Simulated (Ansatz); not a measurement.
One crystal and one scan (generalised stacking-fault energy along a line) at two levels, PBE (plane waves to 420 eV, PAW, scalar-relativistic; Ansatz, a first-principles code) and r2SCAN (plane waves to 500 eV, PAW, scalar-relativistic; Ansatz), each from its own relaxed cell and on its own mesh. The cell shown is that of PBE.

Generalised stacking fault of SnTe (rock salt) on the {100} plane. The cell below holds the perfect crystal with the plane normal along z; tilting its third vector by the shift puts one fault into each cell, between planes 3.20 Å apart, at fixed cell height.

```
CELL_PARAMETERS angstrom
      4.53197     0.00000     0.00000
      0.00000     4.53197     0.00000
      2.26598     2.26598     9.61375
ATOMIC_POSITIONS crystal
  Te 0.00000 0.00000 0.83333
  Te 0.33333 0.33333 0.16667
  Te 0.66667 0.66667 0.50000
  Sn 0.50000 0.50000 0.83333
  Sn 0.83333 0.83333 0.16667
  Sn 0.16667 0.16667 0.50000
```

In-plane vectors a = (4.532, 0.000) Å, b = (0.000, 4.532) Å, area 20.54 Å². The shift is s times the vector a (length 4.532 Å), so s = 1 restores the start. Atoms relax along the normal only. γ = [E(shift) − E(0)] / area.

E is the zero-smearing estimate. SnTe was relaxed with its symmetry unable to fall. Spin-orbit coupling is left out, though Te is heavy. As the smearing reaches across the gap at some points, the k mesh leaves noise in γ, roughly 0.02 J/m² as judged from a few cases. Faults lie only 9.6 Å apart, and holding the cell height raises γ above its relaxed value. Percentages come from the unrounded values. Both scans cover s from 0.000 to 0.917.

```
quantity                                                     PBE  r2SCAN     PBE − r2SCAN
---------------------------------------------------------  -----  ------  ---------------
Lattice constant a (Å)                                     6.409   6.370  +0.039 (+0.6 %)
Band gap of the relaxed cell, no spin-orbit coupling (eV)   0.05    0.13            -0.08
Highest computed γ on the line (J/m²)                       0.30    0.31     -0.01 (-4 %)
```

PBE gives the higher value for: lattice constant a. PBE gives the lower value for: band gap of the relaxed cell, no spin-orbit coupling. Both give the same position of the highest point: s = 0.417 and s = 0.500 and s = 0.583. Neither level is exact: the differences show how much the result hangs on the functional.

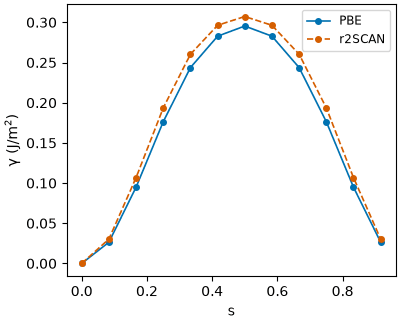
Figure. γ, each from zero shift of its own level.

(The slope of γ gives the shear force per area between the displaced halves; near zero shift its curvature is an elastic stiffness.)
